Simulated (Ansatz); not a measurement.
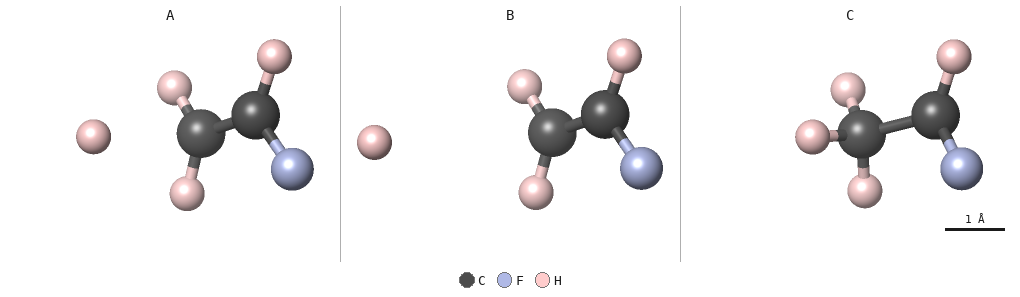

Three geometries of C₂H₄F (multiplicity 2): a saddle point and the two minima that it joins, in shuffled order. Style: ball-and-stick. Shown at a tilt. Sticks join atoms that are closer than about 1.2 times the sum of their covalent radii (a little more with hydrogen).

Stationary points at PBE0-D4/def2-TZVP, single-point energies with CCSD(T)/CBS, B3LYP-D4, PBE0-D4 (def2-TZVPP where no basis is named; Ansatz 0.2.0). The energies are electronic, without zero-point or thermal terms, and both ends are the minima reached downhill from the saddle, with any fragments still in contact. CCSD(T)/CBS stands for a frozen-core estimate: MP2 correlation extrapolated from def2-TZVPP and def2-QZVPP, CCSD(T) minus MP2 from the smaller set.

Question: Identify the saddle point and describe the reaction.

Answer: Frame A is the saddle point. Counted by bonded pieces, B holds C₂H₃F + H and C holds C₂H₄F. From B over the saddle to C, a bond forms: C–H (3.38 → 2.15 → 1.10 Å). The saddle has one imaginary mode, 468i cm⁻¹. With CCSD(T)/CBS the barrier is 2.2 kcal/mol from B and 43.2 kcal/mol from C, and C lies 41.0 kcal/mol below B. By Pauling bond orders of the changing bonds the saddle lies closer to B, the higher end, as Hammond's postulate suggests.

| level | barrier from B (kcal/mol) | barrier from C (kcal/mol) | C less B (kcal/mol) |
| --- | --- | --- | --- |
| CCSD(T)/CBS | 2.2 | 43.2 | −41.0 |
| B3LYP-D4 | −0.1 | 42.9 | −43.1 |
| PBE0-D4 | 1.0 | 45.0 | −44.0 |

Against CCSD(T)/CBS, PBE0-D4 comes closest on the barrier from B (−1.2 kcal/mol) and B3LYP-D4 misses most (−2.3 kcal/mol).

Limits of the set-up: the start holds two separate molecules, 3.3 Å apart at their closest, whose relative position is a soft coordinate.
